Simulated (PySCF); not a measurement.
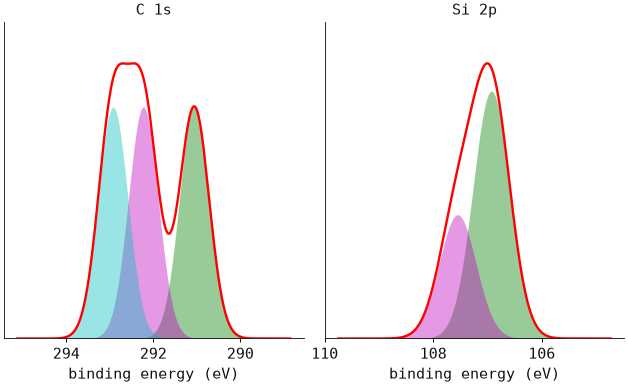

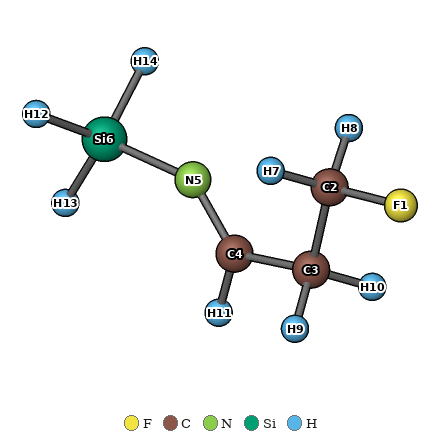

Simulated XPS of C₃H₈FNSi, SMILES FCC/C=N/[SiH3]. Vertical core-electron binding energies by ΔSCF (SCAN, pcX-2 on the ionised atom, pcseg-1 elsewhere, spin-free X2C; PySCF, at a GFN2-xTB geometry (no frequency check)), gas phase, against the vacuum level. One atom of each kind was ionised; within a panel, areas follow the number of like atoms and 2j + 1 (2p levels are split by first-order spin-orbit coupling, an approximation), each panel is scaled alone, Gaussians of 0.8 eV full width. Only the regions named are shown. Lines closer than the width merge in the curve.

**Assign the components.**

| level | atoms | binding energy (eV) |
| --- | --- | --- |
| C 1s | C2 | 292.9 |
| C 1s | C4 | 292.2 |
| C 1s | C3 | 291.1 |
| Si 2p1/2 | Si6 | 107.6 |
| Si 2p3/2 | Si6 | 106.9 |

**How large is the chemical shift across the C 1s region?**

1.9 eV, from C3 at 291.1 eV to C2 at 292.9 eV.

Note: one conformer of a flexible molecule; the tight-binding geometry is rougher than a DFT one and adds to the error.
